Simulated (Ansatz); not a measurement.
# Amorphous Si2O: valence band and core levels, part 3 of 7

How wide do site differences make the core lines of amorphous Si2O?

Ansatz 0.2.0; DFT, PBEsol, plane-wave PAW, scalar-relativistic; PAW set soft_1.

So far. Step 3 (Dynamics at 3200 K): Beyond half the shortest lattice vector, 4.1 Å, g(r) counts periodic images.

## (4) Dynamics at 1760 K

A short run with the thermostat set to 1760 K, starting from rest and too brief to equilibrate, lets it settle further; the cutoff and mesh are cut down, since only a plausible structure is wanted.

input.yaml reads:

```yaml
crystal:
  lattice:
    - [8.1669974226, 0.0, 0.0]
    - [0.0, 8.1669974226, 0.0]
    - [0.0, 0.0, 8.1669974226]
  atoms:
    - { symbol: Si, position: [1.0794755995, 0.7725231428, 0.7970691335] }
    - { symbol: Si, position: [0.3522431186, 0.552958262, 0.2779636219] }
    - { symbol: Si, position: [1.1322043575, 0.3872253873, 0.6699146493] }
    - { symbol: Si, position: [0.6739807209, 1.3089946535, 0.1788461761] }
    - { symbol: Si, position: [0.3609479007, 1.0936583833, 0.9018753175] }
    - { symbol: Si, position: [-0.0108877611, 0.6101834685, 0.2345561613] }
    - { symbol: Si, position: [0.5166272403, 0.7924824386, 0.4332256954] }
    - { symbol: Si, position: [0.9587089255, 0.2646457934, 0.0812442006] }
    - { symbol: Si, position: [0.6361402533, 0.2946122054, 0.9119724396] }
    - { symbol: Si, position: [0.1742709699, 1.1135191297, 0.6961869994] }
    - { symbol: Si, position: [0.8852830242, 0.5345383911, -0.061388571] }
    - { symbol: Si, position: [0.9283437248, -0.1427463614, 0.0883637658] }
    - { symbol: Si, position: [0.2877813646, 1.2015140826, 1.1400652385] }
    - { symbol: Si, position: [0.7264212274, 0.5004881614, 0.3831375207] }
    - { symbol: Si, position: [0.2952001426, 0.6254035921, 0.6876697036] }
    - { symbol: Si, position: [0.2972507599, 0.975350939, 0.3153840075] }
    - { symbol: Si, position: [0.3328011331, 0.3874193838, -0.1235075265] }
    - { symbol: Si, position: [0.8261344682, 0.3459995975, 0.7139140111] }
    - { symbol: Si, position: [0.3472239464, 0.7405732914, 0.944858394] }
    - { symbol: Si, position: [0.9934360656, 1.126269566, 0.8700131204] }
    - { symbol: O, position: [0.2512615508, 0.5508079973, 0.0164870873] }
    - { symbol: O, position: [0.7198538555, 0.3229115729, 0.5344315994] }
    - { symbol: O, position: [1.0919096078, 0.2505307093, 0.2222320523] }
    - { symbol: O, position: [0.4072769772, 0.3702552877, 0.1788579745] }
    - { symbol: O, position: [0.1756183993, 0.5876495539, 0.3813984737] }
    - { symbol: O, position: [-0.1730735169, -0.0252043041, -0.0422908559] }
    - { symbol: O, position: [0.8958219523, -0.1315818137, 0.2865189097] }
    - { symbol: O, position: [0.2118773605, 0.0739645106, 0.4893750169] }
    - { symbol: O, position: [0.1380277743, 0.8556174754, 1.0170200356] }
    - { symbol: O, position: [0.6286057496, 0.6348183831, 0.4566144267] }
kpoints:
  mp_grid: { grid: [1, 1, 1] }
scf:
  occupations: { method: fermi_dirac, width: 0.1 }
  n_extra_bands: 21
hamiltonian:
  xc: pbesol
  pseudopotentials: { kind: paw, azcp: { folder: soft_1 }, xc_functional: pbe }
output:
  forces: true
basis:
  ecutwfc: 320
md:
  timestep: 1.5
  n_steps: 396
  ensemble: nvt_langevin
  temperature: 1760
  seed: 0
```

Started as:

```sh
ansatz run input.yaml --threads 8 --pin off --max-ram 23552MiB --backend cpu --events-out ev --progress --plain --runs-dir out
```

Numbers of over 12 decimals in the logs are rounded to 6 here.

What it wrote:

```text
[...]
Crystal: 30 atoms, lattice volume = 544.737 Å³
Basis set: ecut = 320 eV, 7075 PW (Γ), exchange–correlation on 96×96×96 points (8 copies of the dense FFT grid, shifted against one another)
Bands: 91, of which v1, the nominal top of the filled ones, is band 70 counted from 1 (69 counted from 0)
Symmetry: 1 space group operations
k-points: 1
[...]
SCF iter   1: F=—  HF=-18045.412160 eV  |F-HF|=—  |Δ(HF+E_count)|=         —  Δρ=7.83e-2  dr2=1.33e2  ethr=3.10e-3  ⟨swp⟩=11.0  Hψ=571  notcnv=0  defer=1
[...]
SCF iter  15: F=-18023.066744 eV  HF=-18023.066744 eV  |F-HF|=5.49e-9  |Δ(HF+E_count)|=   3.93e-9  Δρ=8.79e-7  dr2=7.62e-9  ethr=2.14e-11  ⟨swp⟩=4.0  Hψ=294  notcnv=0
SCF 1 converged in 15 iterations: F = -18023.066744 eV  dr2 = 7.62e-9
[...]
NSCF: frozen V_eff on 1 k-points
md step     0: t =     0.00 fs  T =     0.0 K  F+E_penalty+E_count = -18023.06674437 eV  E_kin = 0.000000 eV  (15 SCF iters)
[...]
SCF iter   8: F=-18023.203488 eV  HF=-18023.203488 eV  |F-HF|=1.08e-8  |Δ(HF+E_count)|=   7.05e-9  Δρ=1.21e-6  dr2=1.48e-8  ethr=2.14e-11  ⟨swp⟩=5.0  Hψ=296  notcnv=0
SCF 2 converged in 8 iterations: F = -18023.203488 eV  dr2 = 1.48e-8
md step     1: t =     1.50 fs  T =    93.8 K  F+E_penalty+E_count = -18023.20348760 eV  E_kin = 0.363608 eV  (8 SCF iters)
[...]
SCF iter   9: F=-18023.564868 eV  HF=-18023.564868 eV  |F-HF|=1.19e-8  |Δ(HF+E_count)|=   1.82e-8  Δρ=1.39e-6  dr2=1.62e-8  ethr=2.14e-11  ⟨swp⟩=5.0  Hψ=310  notcnv=0
SCF 3 converged in 9 iterations: F = -18023.564868 eV  dr2 = 1.62e-8
[...]
md step     2: t =     3.00 fs  T =   249.6 K  F+E_penalty+E_count = -18023.56486763 eV  E_kin = 0.967948 eV  (9 SCF iters)
[... from here on, the SCF cycles and remarks between the steps are left out ...]
md step     3: t =     4.50 fs  T =   434.1 K  F+E_penalty+E_count = -18024.07792336 eV  E_kin = 1.683223 eV  (10 SCF iters)
md step     4: t =     6.00 fs  T =   625.3 K  F+E_penalty+E_count = -18024.69235649 eV  E_kin = 2.424737 eV  (10 SCF iters)
md step     5: t =     7.50 fs  T =   746.7 K  F+E_penalty+E_count = -18025.33246785 eV  E_kin = 2.895397 eV  (7 SCF iters)
md step     6: t =     9.00 fs  T =   900.0 K  F+E_penalty+E_count = -18025.94491685 eV  E_kin = 3.489922 eV  (7 SCF iters)
md step     7: t =    10.50 fs  T =   971.7 K  F+E_penalty+E_count = -18026.51277704 eV  E_kin = 3.767973 eV  (7 SCF iters)
md step     8: t =    12.00 fs  T =  1174.2 K  F+E_penalty+E_count = -18027.02666790 eV  E_kin = 4.553393 eV  (8 SCF iters)
md step     9: t =    13.50 fs  T =  1286.9 K  F+E_penalty+E_count = -18027.46070220 eV  E_kin = 4.990468 eV  (7 SCF iters)
md step    10: t =    15.00 fs  T =  1413.5 K  F+E_penalty+E_count = -18027.78077335 eV  E_kin = 5.481173 eV  (10 SCF iters)
md step    11: t =    16.50 fs  T =  1482.4 K  F+E_penalty+E_count = -18027.97256941 eV  E_kin = 5.748557 eV  (7 SCF iters)
md step    12: t =    18.00 fs  T =  1513.0 K  F+E_penalty+E_count = -18028.02862688 eV  E_kin = 5.867045 eV  (7 SCF iters)
md step    13: t =    19.50 fs  T =  1576.7 K  F+E_penalty+E_count = -18027.98284142 eV  E_kin = 6.114142 eV  (7 SCF iters)
md step    14: t =    21.00 fs  T =  1566.3 K  F+E_penalty+E_count = -18027.86552012 eV  E_kin = 6.073706 eV  (7 SCF iters)
md step    15: t =    22.50 fs  T =  1624.7 K  F+E_penalty+E_count = -18027.71867575 eV  E_kin = 6.300403 eV  (7 SCF iters)
md step    16: t =    24.00 fs  T =  1673.5 K  F+E_penalty+E_count = -18027.62019132 eV  E_kin = 6.489436 eV  (7 SCF iters)
md step    17: t =    25.50 fs  T =  1632.4 K  F+E_penalty+E_count = -18027.61656450 eV  E_kin = 6.330008 eV  (7 SCF iters)
md step    18: t =    27.00 fs  T =  1623.0 K  F+E_penalty+E_count = -18027.74741065 eV  E_kin = 6.293812 eV  (7 SCF iters)
md step    19: t =    28.50 fs  T =  1591.9 K  F+E_penalty+E_count = -18028.04238603 eV  E_kin = 6.173009 eV  (7 SCF iters)
md step    20: t =    30.00 fs  T =  1625.9 K  F+E_penalty+E_count = -18028.43739608 eV  E_kin = 6.304769 eV  (9 SCF iters)
md step    21: t =    31.50 fs  T =  1653.0 K  F+E_penalty+E_count = -18028.81754725 eV  E_kin = 6.410119 eV  (7 SCF iters)
md step    22: t =    33.00 fs  T =  1661.7 K  F+E_penalty+E_count = -18029.09710695 eV  E_kin = 6.443576 eV  (7 SCF iters)
md step    23: t =    34.50 fs  T =  1752.5 K  F+E_penalty+E_count = -18029.25746453 eV  E_kin = 6.795722 eV  (7 SCF iters)
md step    24: t =    36.00 fs  T =  1786.5 K  F+E_penalty+E_count = -18029.36141970 eV  E_kin = 6.927538 eV  (7 SCF iters)
md step    25: t =    37.50 fs  T =  1840.1 K  F+E_penalty+E_count = -18029.47247561 eV  E_kin = 7.135419 eV  (7 SCF iters)
md step    26: t =    39.00 fs  T =  1828.6 K  F+E_penalty+E_count = -18029.65011503 eV  E_kin = 7.090847 eV  (7 SCF iters)
md step    27: t =    40.50 fs  T =  1874.6 K  F+E_penalty+E_count = -18029.92427139 eV  E_kin = 7.269213 eV  (7 SCF iters)
md step    28: t =    42.00 fs  T =  2008.1 K  F+E_penalty+E_count = -18030.26961121 eV  E_kin = 7.786974 eV  (7 SCF iters)
md step    29: t =    43.50 fs  T =  1935.7 K  F+E_penalty+E_count = -18030.62697176 eV  E_kin = 7.506182 eV  (7 SCF iters)
md step    30: t =    45.00 fs  T =  1985.4 K  F+E_penalty+E_count = -18030.94094446 eV  E_kin = 7.698800 eV  (10 SCF iters)
md step    31: t =    46.50 fs  T =  1936.9 K  F+E_penalty+E_count = -18031.17435774 eV  E_kin = 7.511094 eV  (7 SCF iters)
md step    32: t =    48.00 fs  T =  1985.8 K  F+E_penalty+E_count = -18031.30539355 eV  E_kin = 7.700710 eV  (7 SCF iters)
md step    33: t =    49.50 fs  T =  2033.5 K  F+E_penalty+E_count = -18031.31468412 eV  E_kin = 7.885599 eV  (8 SCF iters)
md step    34: t =    51.00 fs  T =  1969.3 K  F+E_penalty+E_count = -18031.23570462 eV  E_kin = 7.636516 eV  (7 SCF iters)
md step    35: t =    52.50 fs  T =  1957.5 K  F+E_penalty+E_count = -18031.11437293 eV  E_kin = 7.590637 eV  (8 SCF iters)
md step    36: t =    54.00 fs  T =  1930.6 K  F+E_penalty+E_count = -18030.98418220 eV  E_kin = 7.486579 eV  (7 SCF iters)
md step    37: t =    55.50 fs  T =  1860.8 K  F+E_penalty+E_count = -18030.86825216 eV  E_kin = 7.215669 eV  (7 SCF iters)
md step    38: t =    57.00 fs  T =  1849.6 K  F+E_penalty+E_count = -18030.77028183 eV  E_kin = 7.172308 eV  (8 SCF iters)
md step    39: t =    58.50 fs  T =  1782.3 K  F+E_penalty+E_count = -18030.68090759 eV  E_kin = 6.911412 eV  (7 SCF iters)
[...]
md step    60: t =    90.00 fs  T =  1617.8 K  F+E_penalty+E_count = -18028.88910353 eV  E_kin = 6.273411 eV  (10 SCF iters)
md step    61: t =    91.50 fs  T =  1669.3 K  F+E_penalty+E_count = -18029.04789212 eV  E_kin = 6.473127 eV  (7 SCF iters)
md step    62: t =    93.00 fs  T =  1600.4 K  F+E_penalty+E_count = -18029.35581878 eV  E_kin = 6.206077 eV  (7 SCF iters)
md step    63: t =    94.50 fs  T =  1631.6 K  F+E_penalty+E_count = -18029.73867155 eV  E_kin = 6.326974 eV  (7 SCF iters)
md step    64: t =    96.00 fs  T =  1701.1 K  F+E_penalty+E_count = -18030.15980644 eV  E_kin = 6.596624 eV  (7 SCF iters)
md step    65: t =    97.50 fs  T =  1813.9 K  F+E_penalty+E_count = -18030.53803655 eV  E_kin = 7.034060 eV  (7 SCF iters)
md step    66: t =    99.00 fs  T =  1922.5 K  F+E_penalty+E_count = -18030.80489406 eV  E_kin = 7.454969 eV  (7 SCF iters)
md step    67: t =   100.50 fs  T =  1880.1 K  F+E_penalty+E_count = -18030.96421144 eV  E_kin = 7.290772 eV  (7 SCF iters)
md step    68: t =   102.00 fs  T =  1869.5 K  F+E_penalty+E_count = -18031.03626032 eV  E_kin = 7.249737 eV  (8 SCF iters)
md step    69: t =   103.50 fs  T =  1909.3 K  F+E_penalty+E_count = -18031.05947552 eV  E_kin = 7.403811 eV  (7 SCF iters)
md step    70: t =   105.00 fs  T =  1863.5 K  F+E_penalty+E_count = -18031.04669925 eV  E_kin = 7.226101 eV  (9 SCF iters)
SCF iter   1: F=—  HF=-18031.042075 eV  |F-HF|=—  |Δ(HF+E_count)|=         —  Δρ=4.31e-4  dr2=1.02e-3  ethr=6.66e-6  ⟨swp⟩=5.0  Hψ=253  notcnv=0  defer=1
[...]
SCF iter   7: F=-18031.041839 eV  HF=-18031.041839 eV  |F-HF|=5.31e-9  |Δ(HF+E_count)|=   1.26e-8  Δρ=8.17e-7  dr2=7.99e-9  ethr=2.14e-11  ⟨swp⟩=5.0  Hψ=304  notcnv=0
SCF 72 converged in 7 iterations: F = -18031.041839 eV  dr2 = 7.99e-9
[...]
md step    71: t =   106.50 fs  T =  1843.4 K  F+E_penalty+E_count = -18031.04183927 eV  E_kin = 7.148349 eV  (7 SCF iters)
SCF iter   1: F=—  HF=-18031.078728 eV  |F-HF|=—  |Δ(HF+E_count)|=         —  Δρ=5.00e-4  dr2=9.25e-4  ethr=7.26e-6  ⟨swp⟩=5.0  Hψ=276  notcnv=0  defer=1
[...]
SCF iter   6: F=—  HF=-18031.078374 eV  |F-HF|=—  |Δ(HF+E_count)|=   3.97e-8  Δρ=2.71e-6  d
```

Run time: 3.2 min. Hardware: 8 threads of Arm Neoverse V2, shared host; peak memory 0.42 GiB.

Rows from the run:

| time (fs) | T (K) | potential (meV/atom) |
| --- | --- | --- |
| 0.0 | 0 | 0.0 |
| 39.0 | 1829 | -219.4 |
| 79.5 | 1910 | -228.9 |
| 118.5 | 1941 | -269.2 |
| 159.0 | 1815 | -215.6 |
| 198.0 | 2084 | -264.5 |
| 237.0 | 1711 | -276.9 |
| 277.5 | 1583 | -331.1 |
| 316.5 | 2222 | -367.0 |
| 357.0 | 1457 | -295.6 |
| 396.0 | 1932 | -314.2 |
| 435.0 | 1570 | -281.2 |
| 475.5 | 1630 | -309.0 |
| 514.5 | 1413 | -263.8 |
| 555.0 | 1721 | -299.1 |
| 594.0 | 1762 | -243.9 |

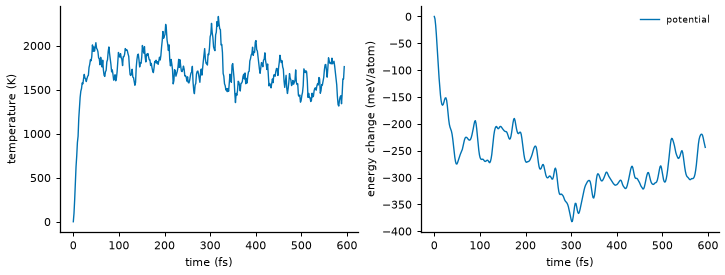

Temperature and energies against time.

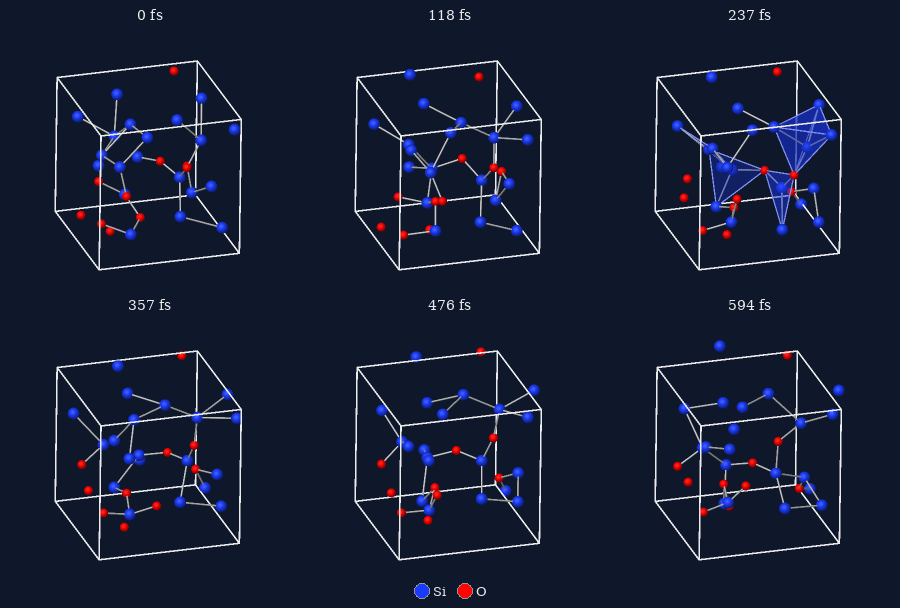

6 frames of the run. Bonds to atoms that aren't drawn are left out.

Mean square displacement at the end: Si 1.6 Å², O 2.2 Å².

Positions (Å) and forces (eV/Å) at 594.0 fs:

```xyz
30
Lattice="8.167 0.000 0.000 0.000 8.167 0.000 0.000 0.000 8.167" Properties=species:S:1:pos:R:3:forces:R:3 pbc="T T T"
Si    9.514    7.276    5.873    0.708   -0.398   -0.284
Si    2.949    4.794    0.979    0.064   -0.715   -1.582
Si    9.511    3.279    5.285    0.261    2.380   -1.798
Si    5.744   10.608    1.355   -0.341   -0.270   -0.030
Si    3.241   10.775    7.772    0.376    0.031    1.125
Si   -0.390    5.348    1.732    0.873   -1.912    3.329
Si    3.575    6.517    2.500   -0.045   -0.714    2.226
Si    8.109    3.132    0.961    0.173   -0.696   -0.279
Si    5.236    4.163    7.675   -1.386   -0.859    0.185
Si    2.113    9.491    5.903    0.937   -0.828    1.020
Si    9.457    4.528   -0.982    0.171    0.052    0.533
Si    8.856   -0.496   -0.107   -0.193   -2.627    0.763
Si    2.424   10.601   10.300   -1.508    1.935   -4.023
Si    5.797    4.352    2.665    1.707    0.504    2.550
Si    1.973    5.837    4.036   -2.577   -0.755    0.339
Si    4.780    8.913    3.480   -1.673    1.388   -1.635
Si    3.169    5.942   -1.571    1.182    0.946    0.990
Si    7.050    3.783    5.817   -1.458    1.433   -1.335
Si    3.587    7.986    9.110   -1.441    2.793   -1.691
Si    8.328   10.205    6.959   -0.844    0.389    0.995
O     3.985    7.135   -0.338    0.069   -1.219   -2.274
O     5.955    4.493    4.526    2.521   -2.950    1.015
O     9.011    1.987    1.936    0.083    2.027    0.029
O     2.680    4.091    2.503   -1.221   -0.451   -0.714
O     0.518    5.779    3.116    0.265   -0.245   -1.059
O    -0.378    0.638   -0.488   -1.382    0.538    0.260
O     7.833   -1.754    0.589    0.944    3.078   -2.022
O     3.280    1.921    3.268    3.999   -4.264    3.964
O     1.845    7.985    9.191    0.305   -0.169   -0.335
O     4.835    5.604    2.873   -0.569    1.577   -0.263
```

The pair distribution g(r) has structure finer than the step of the table below, so its rows give means over 0.25 Å, whole bins alone (the curve runs from 0.0357 to 5.68 Å). Peaks (Å: height): Si–Si 2.394: 3.24, 2.537: 2.36, 2.823: 2.71, 3.323: 2.09, 4.109: 1.35, 4.609: 1.09, 4.895: 1.31; Si–O 1.608: 6.89, 3.251: 2.15, 5.324: 1.62; O–O 2.751: 5.61, 3.037: 1.32, 3.394: 1.58, 4.180: 1.82, 4.752: 2.22, 5.395: 1.04.

From the last frames. Pair distribution g(r) against r; means over each step:

| r (Å) | Si–Si | Si–O | O–O |
| --- | --- | --- | --- |
| 1.25 | 0 | 0 | 0 |
| 1.50 | 0 | 2.16 | 0 |
| 1.75 | 0 | 3.50 | 0 |
| 2.00 | 0.0501 | 0.443 | 0 |
| 2.25 | 1.59 | 0.0139 | 0.632 |
| 2.50 | 1.86 | 0.215 | 1.38 |
| 2.75 | 1.48 | 0.417 | 3.69 |
| 3.00 | 1.03 | 0.943 | 0.580 |
| 3.25 | 1.29 | 1.67 | 0.607 |
| 3.50 | 0.921 | 1.49 | 0.489 |
| 3.75 | 0.754 | 1.22 | 0.683 |
| 4.00 | 0.759 | 0.731 | 1.05 |
| 4.25 | 0.900 | 0.991 | 1.02 |
| 4.50 | 0.931 | 1.07 | 0.781 |
| 4.75 | 1.00 | 1.04 | 1.31 |
| 5.00 | 1.02 | 1.08 | 0.474 |
| 5.25 | 1.03 | 1.25 | 0.592 |
| 5.50 | 0.852 | 1.12 | 0.787 |

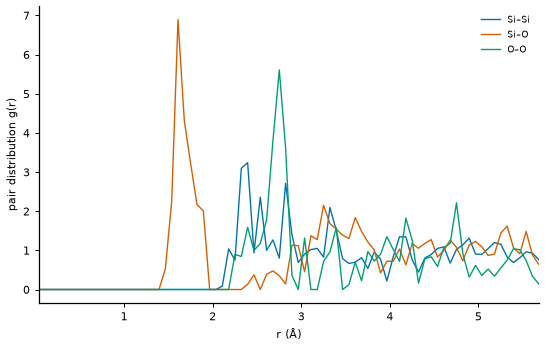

Pair distribution g(r) against r.

Beyond half the shortest lattice vector, 4.1 Å, g(r) counts periodic images.

This step gave:

* free energy: -18030.3824 eV
* energy at zero smearing: -18030.1925 eV
* smearing term TS: 0.3799 eV
* Fermi energy: 4.917 eV
* gap on the k-mesh: 0.1032 eV

(Continued in part 4 of 7.)

[Logs are printed without paths, hosts, clocks, repeated set-up lines and the standing remarks that a program may print on its own settings, such as how far it seeks lower states.]

[Hosts, paths, dates, database ids (printed as entryN), source tags and the programs' standing remarks are cut or masked in the printed files.]

[Maps of the electrostatic potential energy from Ansatz leave out the sawtooth potential of an applied field or a dipole correction, so their vacuum need not be flat; work functions include it.]
